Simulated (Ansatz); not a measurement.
System: GeH$_{4}$O$_{2}$.

```xyz
7

Ge    0.2297   -0.0167    0.1137
O     0.6310   -0.1026    1.8657
H    -0.1489    0.1177    2.4089
H     1.5951   -0.2872   -0.5639
H    -0.4630    1.3148   -0.2643
O    -1.0057   -1.2479   -0.3289
H    -0.6569   -2.1491   -0.1950
```

These are results of RKS PBE/def2-SVP in Ansatz, not measurements.

> Predict the electron density and electron localisation function between the atoms.

Ge–O (1.80 Å): ρ is about 0.92 e/Å³ halfway; the ELF peaks at about 0.85 in the valence shell of O, 0.6 Å from its nucleus, and is about 0.35 at the midpoint.
O–H (0.98 Å): ρ at the midpoint is about 3.5 e/Å³; the ELF climbs to about 1 towards the hydrogen, as it does in any bond to H (an ordinary covalent bond to hydrogen).
Ge–H (1.55 Å): ρ at the midpoint is about 1 e/Å³; the ELF climbs to about 1 towards the hydrogen.

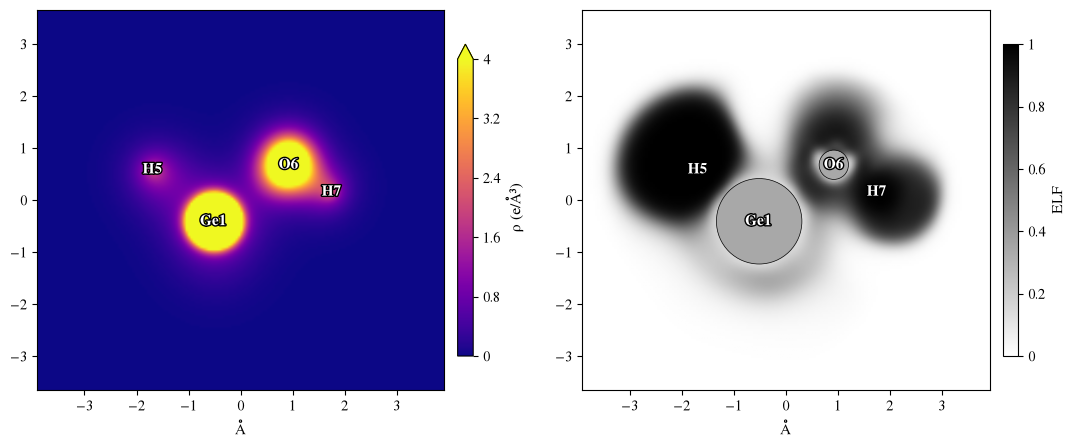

Computed electron density and electron localisation function on the plane of atoms Ge1, O6 and H7, in this order. Grey discs cover the atomic cores in the ELF map. 
